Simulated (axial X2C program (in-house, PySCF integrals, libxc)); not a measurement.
**Relativistic diatomic calculation for ZrF⁻**

System: ZrF⁻, single determinant with Ω = 1.
Method: PBE0, two-component X2C with atomic mean-field Coulomb and Gaunt terms, Zr dyall-av4z, F dyall-av4z (cores contracted) (axial X2C program (in-house, PySCF integrals, libxc)).

## Input file
```
{"zs": [40, 9], "q": -1, "bas": ["dyall-av4z", "dyall-av4z"], "levels": ["PBE0", "HF", "PW91", "TPSSh"], "cc": false, "r0": 2.18, "npts": 10, "nst": 2, "ntry": 6}
```

The line is the task of a batch: nuclear charges, charge, bases, the levels to run, a first guess of the distance and further settings. This report covers PBE0 with spin-orbit coupling. The log is that of the reference distance 1.921 Å, started from orbitals converged before.

Hardware: 1 thread of Arm Neoverse N1, 90 GiB of memory available, shared host.

Launched within a batch (the task file carries these settings):
```bash
python <driver script> task.json out
```

## Log
```
two-component X2C + atomic mean field  PBE0
basis functions 273  fitting functions 1141  grid points 5082
iter        total energy     max residual
   1      -3696.612584372     3.17e-05
   2      -3696.612584393     1.51e-05
   3      -3696.612584410     2.11e-05
   4      -3696.612584414     5.52e-06
converged
one-electron -5310.87826913  Coulomb 1642.01043316  exact exchange -30.79615372  xc functional -94.51320388  nuclear repulsion 99.16907649  atomic mean-field constant -1.60446734
```

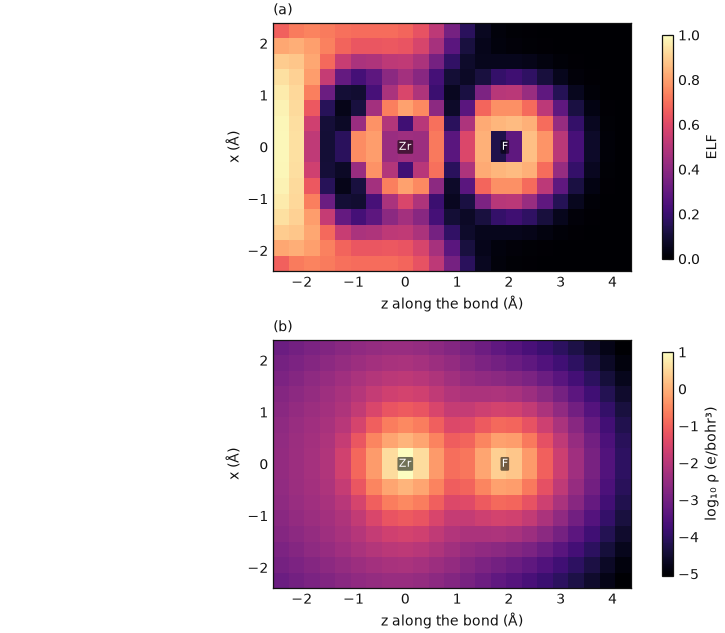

*(a) electron localisation function; (b) electron density on a logarithmic scale, in a plane that holds the axis, at 1.92 Å, on points 0.3 Å apart (one half computed, the other mirrored); the structure near the nuclei is finer than these points.*

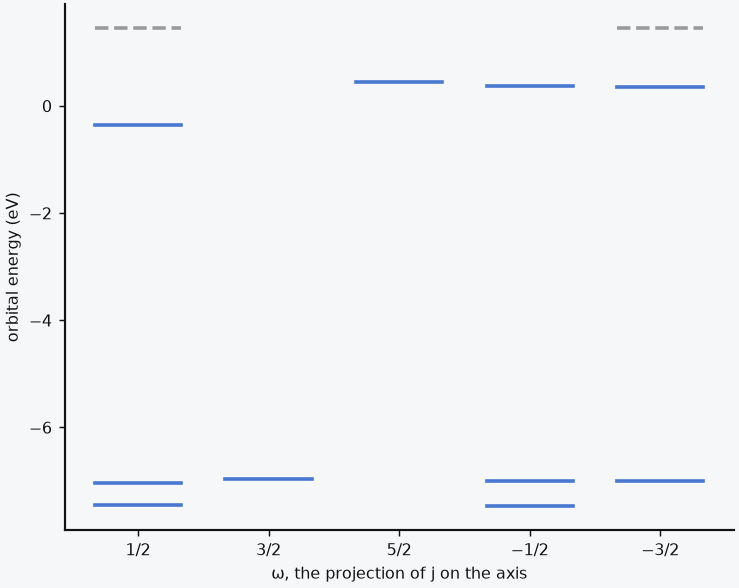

*Orbital energies near the frontier at 1.92 Å, filled (solid) and empty (dashed).*

The highest filled spinor (5/2; 99 % Zr d) lies at 0.44 eV, the lowest empty one (1/2; 100 % Zr p) at 1.45 eV. A filled level above zero is held only by the finite basis .

## What the run reported

- outcome: not converged in a step after the SCF shown
- wall time: 23 s
- peak memory: 0.57 GiB

## Diagnosis

The SCF whose log is shown converged, but a later step did not. The run therefore gave no full result.
